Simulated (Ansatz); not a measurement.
```xyz
8

B    -0.1916   -1.0032   -0.3071
B     0.5633    0.8593   -0.2852
Br   -0.1250    2.0769    1.0519
Br    1.6978   -0.7069    0.4563
H    -0.1286   -1.6773   -1.3004
H    -0.9788   -1.1842    0.5801
H    -0.4508    0.1908   -0.8218
H     1.1141    1.3073   -1.2529
```

Geometry: PBE0-D4/def2-SVP.

Computed with Ansatz, isolated molecule in a Gaussian basis; Kohn-Sham density functional theory, functional PBE0.

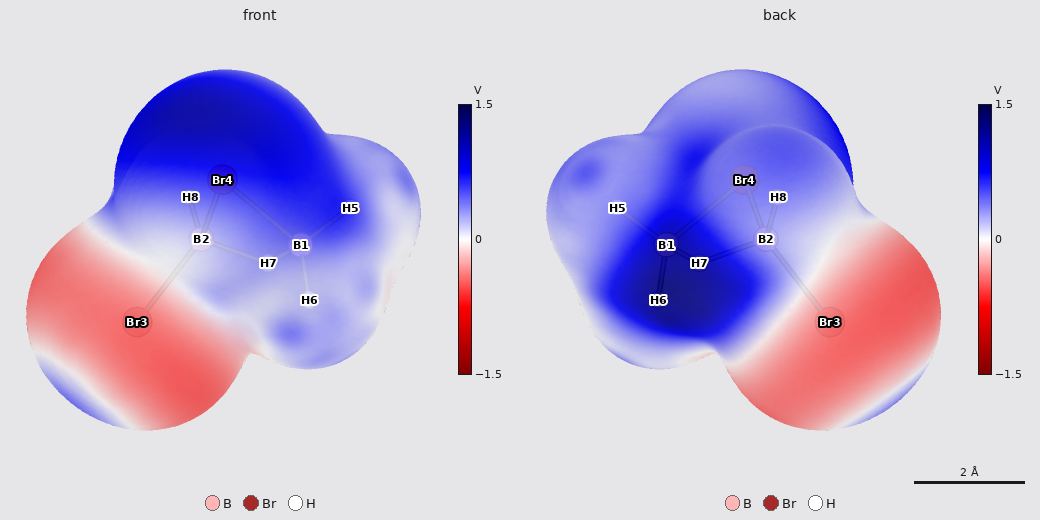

B$_{2}$Br$_{2}$H$_{4}$. The electrostatic potential painted on the density surface at 0.002 e/bohr³, seen from the front and from behind; red is negative and blue positive.

### Describe the electrostatic potential map.

The most negative region (about −0.5 V, or −12 kcal/mol for a unit charge) lies over Br3, the most positive (about +1.3 V, or +30 kcal/mol for a unit charge) over H7. Br3 shows a σ-hole: about +0.4 V, or +9 kcal/mol for a unit charge at the tip opposite its bond, against about −0.4 V, or −9 kcal/mol for a unit charge on its flanks.

### What dipole moment does the calculation give?

Its dipole moment is 1.49 D.
